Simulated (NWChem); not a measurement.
**InH3F− ([InFH3]-) at 6 levels**

Aim: a comparison of 6 runs (HF/STO-3G, HF/3-21G, BLYP/3-21G, B3LYP/def2-TZVP, r2SCAN/def2-TZVP, CCSD(T)/def2-SVP) of InH3F− ([InFH3]-). 

The results are computed with NWChem 7.3.0.

### 1 The molecule

InH3F−: 5 atoms, total charge -1, spin state singlet. SMILES: `[H][In-]([H])([H])[F]`. The shape comes from GFN2-xTB, which is rough for such elements, and wasn't checked as a minimum.

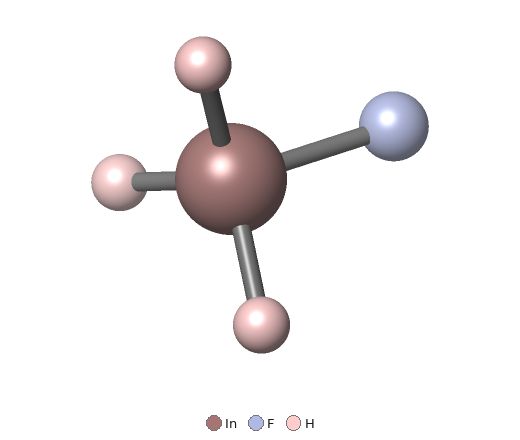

The structure, seen from a chosen angle (indium brown, fluorine light blue, hydrogen pink).

### 2 Energy and forces at HF/STO-3G (run 1)

fh3in.nw reads:

```
echo
start fh3in
memory total 2200 mb
charge -1

geometry noautosym nocenter noautoz
  In    0.001730    0.003130   -0.134360
  F     0.009540   -0.019260    1.883540
  H     1.643850    0.009670   -0.593190
  H    -0.832240    1.425350   -0.564970
  H    -0.822880   -1.418880   -0.591010
end

basis spherical bse
  * library STO-3G
end

scf
  thresh 1e-08
  maxiter 80
  noprint "final vectors analysis"
end

task scf gradient
```

On the command line:

```sh
nwchem fh3in.nw > fh3in.out
```

Output:

```text
[...]
  functions       =    35
[...]
  wavefunction    = RHF
[...]
         Total SCF energy =  -5782.520751095107
      One-electron energy =  -8363.112597454858
      Two-electron energy =   2413.951844502849
 Nuclear repulsion energy =    166.640001856902
        Time for solution =      1.6s
[...]
                         RHF ENERGY GRADIENTS
    atom               coordinates                        gradient
                 x          y          z           x          y          z
   1 In      0.003269   0.005915  -0.253904    0.000430   0.000693  -0.012763
   2 F       0.018028  -0.036396   3.559374   -0.000058  -0.000367   0.023166
   3 H       3.106426   0.018274  -1.120967    0.020731  -0.000036  -0.003672
   4 H      -1.572706   2.693521  -1.067638   -0.010594   0.017521  -0.003222
   5 H      -1.555018  -2.681294  -1.116847   -0.010509  -0.017812  -0.003509
[...]
```

Wall time 2.9 s (1 thread of Intel Xeon 6975P-C (Granite Rapids), shared host); peak memory 0.096 GiB.

### 3 Energy and gradient at HF/3-21G (run 2)

fh3in.xyz reads:

```xyz
5
FH3In gradient
In     0.001730     0.003130    -0.134360
F      0.009540    -0.019260     1.883540
H      1.643850     0.009670    -0.593190
H     -0.832240     1.425350    -0.564970
H     -0.822880    -1.418880    -0.591010
```

run.py reads:

```python
from ase.io import read
from ase.calculators.nwchem import NWChem

molecule = read('fh3in.xyz')

calc = NWChem(
    label='fh3in',
    theory='scf',
    memory='2200 mb',
    basis='3-21G',
    basispar='spherical bse',
    charge=-1,
    scf={'nopen': '0', 'rhf': None, 'thresh': '1e-08', 'maxiter': '80', 'print': 'low'},
)
molecule.calc = calc

forces = molecule.get_forces()
print("Total energy (eV):", round(molecule.get_potential_energy(), 6))
print("forces (eV/A):")
for s, f in zip(molecule.symbols, forces):
    print(f"{s:2s} {f[0]:10.5f} {f[1]:10.5f} {f[2]:10.5f}")
```

On the command line:

```sh
export ASE_NWCHEM_COMMAND="nwchem PREFIX.nwi > PREFIX.nwo"
python run.py
```

Output:

```text
Total energy (eV): -158244.646601
forces (eV/A):
In    0.00113   -0.05610    2.39406
F     0.00561    0.01430   -0.73451
H     1.58113    0.01234   -0.55855
H    -0.80347    1.39508   -0.53880
H    -0.78444   -1.36562   -0.56225
```

The calculator wrote fh3in.nwi:

```
title "fh3in"

permanent_dir fh3in

scratch_dir fh3in

start fh3in

geometry units angstrom nocenter noautosym noautoz
  In 1.7300000000000000e-03 3.1300000000000000e-03 -1.3436000000000001e-01
  F  9.5399999999999999e-03 -1.9259999999999999e-02 1.8835400000000000e+00
  H  1.6438500000000000e+00 9.6699999999999998e-03 -5.9319000000000000e-01
  H  -8.3223999999999998e-01 1.4253499999999999e+00 -5.6496999999999997e-01
  H  -8.2287999999999994e-01 -1.4188799999999999e+00 -5.9101000000000004e-01
end

charge -1

memory 2200 mb

basis spherical bse noprint
   * library 3-21G
end

scf
  nopen 0
  rhf
  thresh 1e-08
  maxiter 80
  print low
end

task scf gradient
```

fh3in.nwo:

```text
Northwest Computational Chemistry Package (NWChem) 7.3.0
             --------------------------------------------------------

           Job information
           ---------------

    nwchem branch   = 7.3.0
    use scalapack   = T
    input           = fh3in.nwi
    prefix          = fh3in.
    data base       = fh3in/fh3in.db
    status          = startup
    nproc           =        1

           Memory information
           ------------------

[... 5 lines left out ...]
    hardfail = no
[... 103 lines left out ...]
       Final RHF  results
[... 3 lines left out ...]
      One-electron energy =  -8382.521746462702
[... 1 line left out ...]
 Nuclear repulsion energy =    166.640001856902
[... 6 lines left out ...]
                         RHF ENERGY GRADIENTS

    atom               coordinates                        gradient
                 x          y          z           x          y          z
   1 In      0.003269   0.005915  -0.253904   -0.000022   0.001091  -0.046557
   2 F       0.018028  -0.036396   3.559374   -0.000109  -0.000278   0.014284
   3 H       3.106426   0.018274  -1.120967   -0.030748  -0.000240   0.010862
   4 H      -1.572706   2.693521  -1.067638    0.015625  -0.027130   0.010478
   5 H      -1.555018  -2.681294  -1.116847    0.015255   0.026557   0.010934

 Task  times  cpu:        2.6s     wall:        2.6s
 Total times  cpu:        2.6s     wall:        2.6s
```

Wall time 3.6 s (1 thread of Intel Xeon 6975P-C (Granite Rapids), shared host); peak memory 0.096 GiB.

Runs 3 to 5 aren't shown in full; the table further down has their settings and results.

### 4 A single-point energy at CCSD(T)/def2-SVP (core potential) (run 6)

fh3in.nw reads:

```
start fh3in
title "FH3In"
memory 2200 mb
charge -1
geometry noautosym nocenter noautoz
  In     0.001730     0.003130    -0.134360
  F      0.009540    -0.019260     1.883540
  H      1.643850     0.009670    -0.593190
  H     -0.832240     1.425350    -0.564970
  H     -0.822880    -1.418880    -0.591010
end
basis "ao basis" spherical bse
  In library def2-SVP
  F library def2-SVP
  H library def2-SVP
end
ecp bse
  In library def2-SVP
end
scf
  thresh 1e-08
  maxiter 80
end
ccsd
  freeze core 5
  maxiter 60
end
task ccsd(t) energy
```

On the command line:

```sh
nwchem fh3in.nw > fh3in.out
```

Output:

```text
[...]
  functions       =    55
[...]
  wavefunction    = RHF
[...]
         Total SCF energy =   -290.324525647502
      One-electron energy =   -633.145202221523
      Two-electron energy =    268.331427430650
 Nuclear repulsion energy =     74.489249143371
        Time for solution =      3.9s
[...]
 Total MP2 energy:           -290.630484168939915
[...]
             energy      energy      error      ampl     ampl      Block
                                                time     time      time
[...]
 Total CCSD energy:           -290.654061138657994
[...]
 Total CCSD+T(CCSD) energy:           -290.660124006016417
[...]
 Total CCSD(T) energy:                -290.659329282973715
[...]
```

Wall time 20 s (1 thread of Intel Xeon 6975P-C (Granite Rapids), shared host); peak memory 0.13 GiB.

### 5 All runs side by side

```
run                              level  iteration cap   module   energy (Eh)  largest force (eV/Å)  wall time
  1                          HF/STO-3G             80      scf  -5782.520751                 1.191      2.9 s
  2                           HF/3-21G             80      scf  -5815.383548                 2.395      3.6 s
  3                         BLYP/3-21G            100      dft  -5818.314883                 1.644      7.2 s
  4   B3LYP/def2-TZVP (core potential)            100      dft   -291.954454                 0.933       19 s
  5  r2SCAN/def2-TZVP (core potential)            100      dft   -291.906140                 0.816       21 s
  6  CCSD(T)/def2-SVP (core potential)             80  ccsd(t)   -290.659329                     –       20 s
```

### 6 Summary of results

| quantity | value |
| --- | --- |
| run 6: total energy | -290.65933 Eh |
| run 6: HOMO energy (Hartree–Fock orbitals) | -5.30 eV |
| run 6: LUMO energy (Hartree–Fock orbitals) | 7.55 eV |
| run 6: HOMO–LUMO gap (to an unbound level, set by the basis) | 12.84 eV |
| run 6: correlation energy (5 core orbitals frozen) | -334.8 mEh |
| run 6: (T) correction | -5.27 mEh |

What this shows: Totals of different functionals can't be ranked against each other. Some runs of one species differ in core potentials or relativity; totals across that change don't compare. In run 3 the HOMO lies above zero, so the outermost electron may be held by the basis alone. In run 1 the basis is minimal, so the values are rough. In runs 1, 2, 3 relativity is left out where basis or elements ask for it. All runs together took 74 s, the longest 21 s.
